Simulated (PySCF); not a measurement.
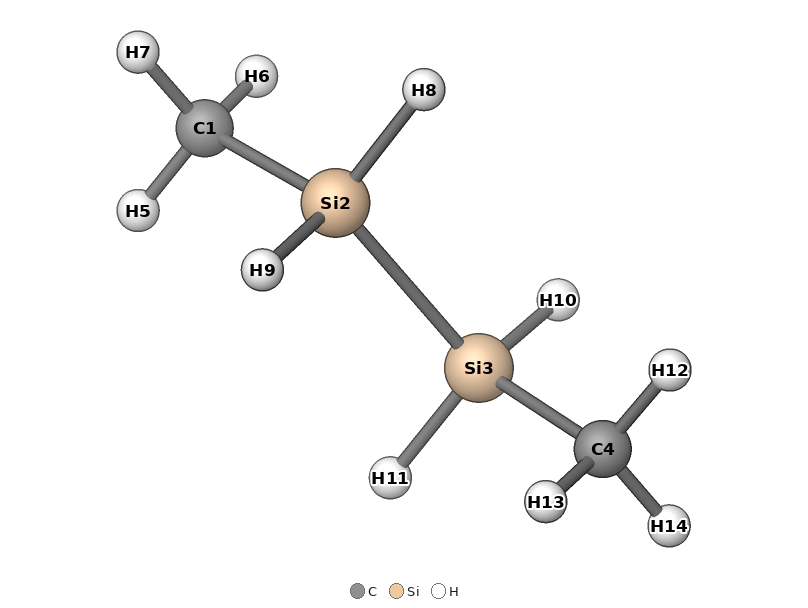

Computed geometry: PBE0-D3(BJ)/def2-SVP optimisation. No frequency run is at hand to confirm it as a minimum. Method: B3LYP/def2-TZVP indirect spin-spin coupling, non-relativistic, gas phase (PySCF 2.14.0). Isotopes: 13C, 1H, 29Si.

Give the spin–spin coupling constants of these pairs, with the number of bonds between them: Si2/H9, Si2/H5, Si2/H14, Si2/H13, Si3/H7.

```tsv
pair	bonds apart	J (Hz)
Si2, H9	1	−151.5
Si2, H5	2	5.3
Si2, H14	3	−9.9
Si2, H13	3	−0.5
Si3, H7	3	−9.8
```
